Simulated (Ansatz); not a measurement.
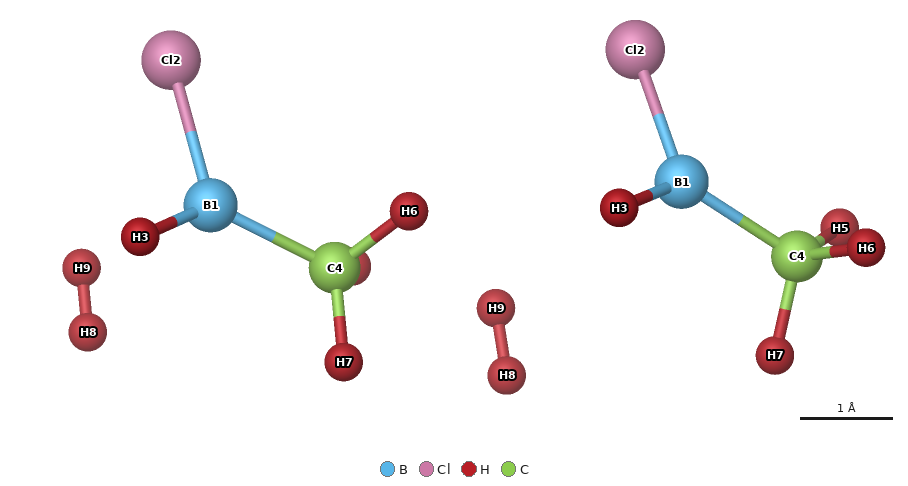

Two geometries of CH6BCl, drawn at one scale. One is the start of a relaxation, the other its converged end. Style: ball-and-stick. Shown at a tilt.

Method: RKS PBE0-D4/cc-pVDZ (Ansatz). Set-up: no spin polarisation; force threshold 0.03 eV/Å; at most 50 steps.

Which geometry has the lower energy?

The right one is the relaxed one. The run prepares an end point of a later path (reaction) calculation, from a guessed geometry. H9 moves most after the best rigid fit: 0.64 Å. Largest moves by element: H 0.64 Å, B 0.32 Å, Cl 0.16 Å, C 0.15 Å. Some distances before and after: B1–Cl2 1.829 → 1.765 Å, H8–H9 0.720 → 0.762 Å, C4–H5 1.105 → 1.099 Å. Bond angles that change, for instance: B1–C4–H7 113.8° → 110.1°, H3–B1–C4 126.5° → 123.0°, B1–C4–H5 111.8° → 115.0°. Groups turn about B1–C4 by about 35°. After 16 accepted moves (18 points after the start) the energy has fallen by 3.99 kcal/mol. The largest force component goes from 1.6 to 0.014 eV/Å. The line search rejected the trial steps at points 11, 17 of the run. The forces were under the threshold at step 15, but the run went on from there.

Limits of the set-up: the start holds two separate molecules, 2.2 Å apart at their closest, whose relative position is a soft coordinate.
